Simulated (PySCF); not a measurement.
```xyz
7

O    -1.1509   -0.8516    0.0170
B     0.0540   -0.2118   -0.0460
O     0.2343    1.1403    0.1230
O     1.1461   -0.9802   -0.2941
H    -1.9014   -0.2804    0.1890
H    -0.5638    1.6439    0.2963
H     1.9447   -0.4457   -0.3206
```

Geometry: PBE0-D3(BJ)/def2-SVP.

All numbers below come from PySCF 2.14.0, density-fitted response routines, DFT single point, gas phase, functional wB97X.

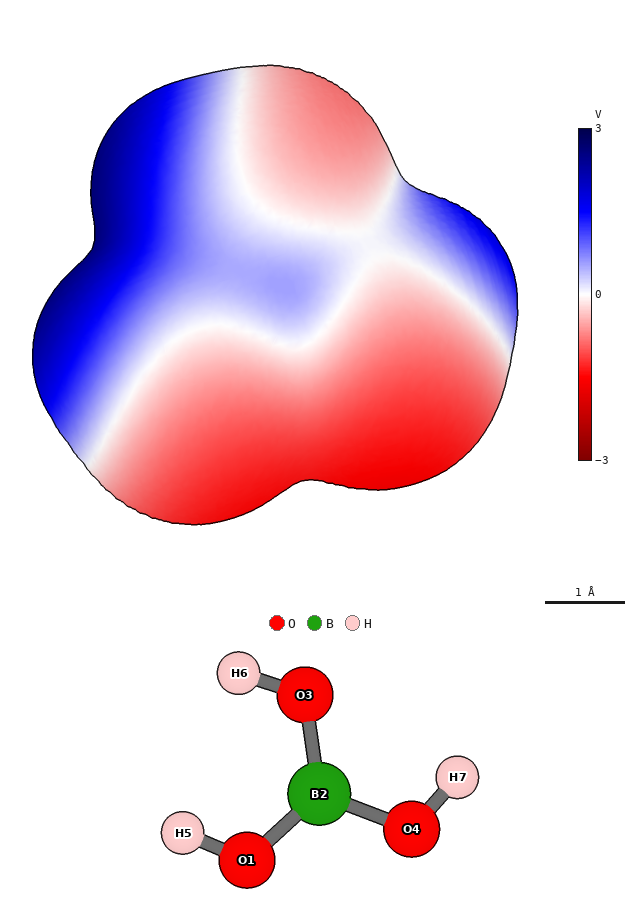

BH3O3 (SMILES OB(O)O). The electrostatic potential painted on the density surface at 0.001 e/bohr³, seen across its widest extent; the colour scale runs from red (negative) to blue (positive). The bare structure is drawn below in the same view.

Question: Which sites attract a positive test charge, and which a negative one?

Answer: A positive charge is drawn to the negative regions and a negative charge to the positive ones. The most negative region (about −1.5 V) lies over O4, the most positive (about +2.6 V) over H5 and H6. O4 is the likeliest acceptor of a hydrogen bond.
